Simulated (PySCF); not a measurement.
**SiB2H6: electronic excitations**

Aim: predict the electronic excitations of SiB2H6 (`BB[SiH3]`).

The runs use PySCF 2.14.0, with density-fitted response routines of our own; the level of theory stands in each step. All values are computed, except where a source is named. Atoms are numbered from 0 throughout.

## Step 1: The starting structure

9 atoms, charge 0, multiplicity 1; geometry from: GFN2-xTB.

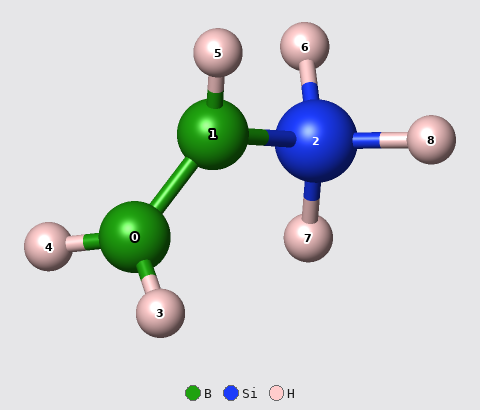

As it starts; boron green, silicon blue, hydrogen pink, atoms numbered.

## Step 2: Ultraviolet spectrum: CAM-B3LYP/def2-SVPD

What the job is given:

```
{"job": {"kind": "uv", "xc": "CAM-B3LYP", "basis": "def2-SVPD", "nstates": 8, "ntriplets": 3}, "charge": 0, "multiplicity": 1}
B      1.709091     0.040624    -0.230936
B      0.451001     0.313833     0.706836
Si    -1.332276    -0.143667    -0.002244
H      2.105254     0.824457    -1.014185
H      2.276675    -0.989399    -0.260803
H      0.438500     0.767531     1.789845
H     -2.076050    -1.051823     0.889384
H     -1.375414    -0.805530    -1.317998
H     -2.183219     1.049968    -0.157840
```

With the program's defaults for keys left out, this is: TDDFT CAM-B3LYP/def2-SVPD, vertical, gas phase, core orbitals frozen in the response.

The run is started by

```bash
OMP_NUM_THREADS=1 python probes_run.py task.json out
```

This one command runs all jobs of the session in turn.

The log of the run:

```text
coarse grid: 7520 points
cycle   1  E = -342.4908599593  dE = -8.931e-02  |g| = 1.523e-01  |ddm| = 3.184e+00
cycle   2  E = -342.5010594957  dE = -1.020e-02  |g| = 5.099e-02  |ddm| = 5.762e-01
cycle   3  E = -342.5020593219  dE = -9.998e-04  |g| = 1.983e-02  |ddm| = 1.983e-01
cycle   4  E = -342.5022302949  dE = -1.710e-04  |g| = 1.913e-03  |ddm| = 5.867e-02
cycle   5  E = -342.5022328554  dE = -2.560e-06  |g| = 6.051e-04  |ddm| = 8.111e-03
final grid: 66576 points
cycle   6  E = -342.5504723054  dE = -8.772e-06  |g| = 7.176e-04  |ddm| = 2.761e-02
cycle   7  E = -342.5504724981  dE = -1.927e-07  |g| = 3.177e-04  |ddm| = 3.324e-03
cycle   8  E = -342.5504725354  dE = -3.737e-08  |g| = 5.547e-05  |ddm| = 7.258e-04
cycle   9  E = -342.5504725377  dE = -2.259e-09  |g| = 1.425e-05  |ddm| = 2.077e-04
cycle  10  E = -342.5504725379  dE = -2.003e-10  |g| = 5.958e-06  |ddm| = 4.427e-05
converged SCF energy = -342.5504725379

Static polarisability (au): isotropic 60.041, principal 50.842 54.359 74.921

Singlet excitations
state   eV       nm        f      main configurations
  1   4.2692    290.4   0.00029   H->L 0.97
  2   5.1820    239.3   0.04292   H->L+1 0.82, H-3->L+1 0.09
  3   5.4584    227.1   0.00047   H-1->L 0.82, H-3->L 0.15
  4   6.3874    194.1   0.00092   H-4->L+1 0.71, H-2->L+1 0.26
  5   6.7103    184.8   0.01484   H-1->L+1 0.64, H-2->L 0.10, H-3->L+1 0.10
  6   6.8580    180.8   0.00987   H-3->L 0.80, H-1->L 0.16
  7   6.9744    177.8   0.21134   H-2->L 0.83, H-1->L+1 0.12
  8   7.4643    166.1   0.09580   H-4->L 0.89

Triplet excitations (Tamm-Dancoff, eV): 3.5155 4.4138 4.7888
```

Wall time 5.7 s (1 thread of Arm Neoverse V1, shared host); peak memory 0.48 GiB.

The orbitals next to the gap, with their largest atomic shares:

| orbital | eV | atoms |
| --- | --- | --- |
| HOMO−3 | -11.54 | Si2 23 %, B1 22 %, B0 17 % |
| HOMO−2 | -11.11 | Si2 35 %, H8 22 %, H6 18 % |
| HOMO−1 | -10.58 | Si2 29 %, H7 25 %, B1 20 % |
| HOMO | -9.63 | B1 36 %, Si2 22 %, B0 21 % |
| LUMO | -1.11 | B1 47 %, Si2 17 %, B0 16 % |
| LUMO+1 | -0.60 | B0 47 %, B1 18 %, H4 10 % |
| LUMO+2 | 1.15 | B0 36 %, B1 29 %, Si2 17 % |

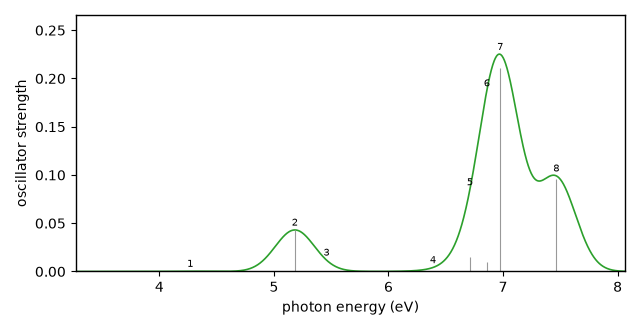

Absorption spectrum from the 8 singlet states computed; above the last one it falls off for lack of states. Lines are broadened to a width of 0.40 eV (Gaussian).

Ground-state properties from the same run:

| property | computed |
| --- | --- |
| dipole moment (D) | 0.57 |
| polarisability (Å³) | 8.90 |
| HOMO–LUMO gap (eV) | 8.52 |
| −ε(HOMO) (eV) | 9.63 |

## Step 3: Outcome

| quantity | value |
| --- | --- |
| lowest singlet (CAM-B3LYP/def2-SVPD) | 4.27 eV (290 nm), f = 0.000 |
| brightest single state of those computed | state 7, 6.97 eV, f = 0.211 |
| lowest triplet | 3.52 eV |

**Reading.** The first singlet state (HOMO→LUMO 0.97) lies at 4.27 eV and is dark; of the 8 states computed, the strongest absorption comes from state 7 at 6.97 eV (the last state computed is bright too, and its partners may lie past the list). The lowest triplet lies 0.75 eV below the lowest singlet (triplets in Tamm-Dancoff, singlets in full TDDFT).
